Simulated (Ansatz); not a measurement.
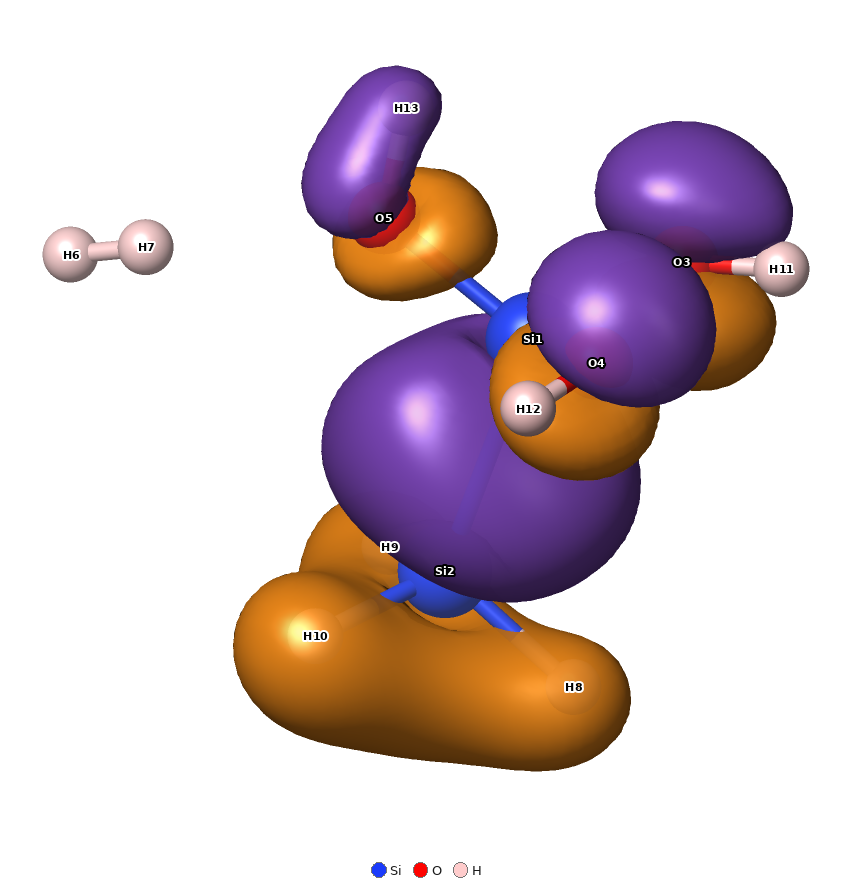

*H₆O₃Si₂···H₂. The HOMO at ±0.08 Å⁻³ᐟ² (orange and purple are the two phases), seen at an oblique angle.*

The calculation used RKS CAM-B3LYP/def2-SVP (Ansatz).

The calculation's input:

```
crystal:
  periodic: [false, false, false]
  atoms:
    - { symbol: Si, position_ang: [-0.245784, 0.41121, -0.566829] }
    - { symbol: Si, position_ang: [0.624779, -1.46048, 0.34941] }
    - { symbol: O, position_ang: [-1.805611, 0.730951, -0.119934] }
    - { symbol: O, position_ang: [-0.334859, 0.325326, -2.225352] }
    - { symbol: O, position_ang: [0.695223, 1.677643, -0.06013] }
    - { symbol: H, position_ang: [0.08083, 0.145856, 2.483876] }
    - { symbol: H, position_ang: [0.282879, 0.694823, 2.093132] }
    - { symbol: H, position_ang: [0.839536, -2.497216, -0.707407] }
    - { symbol: H, position_ang: [-0.304956, -2.036589, 1.358205] }
    - { symbol: H, position_ang: [1.942621, -1.201256, 0.990566] }
    - { symbol: H, position_ang: [-2.468631, 0.656626, -0.815024] }
    - { symbol: H, position_ang: [0.429841, 0.009919, -2.715684] }
    - { symbol: H, position_ang: [0.264231, 2.543187, -0.06473] }
basis:
  gaussian: { orbitals: def2-SVP }
hamiltonian:
  xc: cam_b3lyp
relax:
  f_tol: 0.03
  max_steps: 50
output:
  orbitals: {}
```

Run with:

```sh
ansatz run input.yaml --threads 4 --pin off --max-ram 5120MiB --backend cpu --events-out ev --progress --plain --runs-dir out
```

The fields are those of the run's last geometry, not of the input's.

> Where does this orbital lie, and at what energy?

Its weight (Hirshfeld) is mainly on Si2 (about 30 %), Si1 (about 25 %), O4 (about 15 %) and O3 (about 15 %). Its energy is −9.26 eV.
